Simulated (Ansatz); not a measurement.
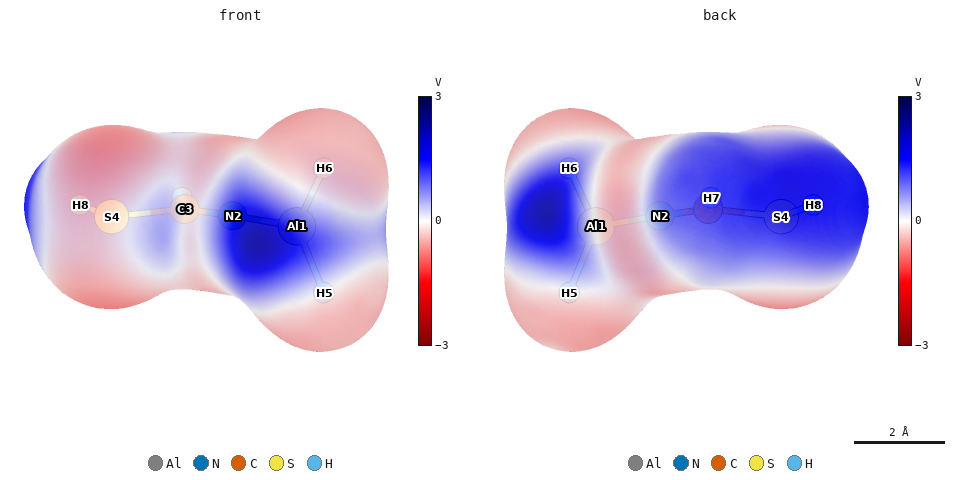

Figure. CH$_{4}$AlNS (SMILES [AlH2][N]=CS). The electrostatic potential painted on the density surface at 0.002 e/bohr³, seen from the front and from behind; red is negative and blue positive.

Method: Ansatz 0.2.0, RKS PBE-D4/6-31G*.

```xyz
8

Al   -0.1810    1.9580   -0.4813
N    -0.2500    0.2301   -0.0839
C    -0.1908   -0.9870    0.2063
S     1.3570   -1.8572    0.5283
H    -0.0767    2.3381   -2.0282
H    -0.2838    2.9827    0.7384
H    -1.0751   -1.6497    0.2955
H     0.7925   -3.0721    0.7689
```

### Where is the surface potential most negative and most positive?

The most negative region (about −0.7 V) lies over S4, the most positive (about +2.1 V) over Al1.
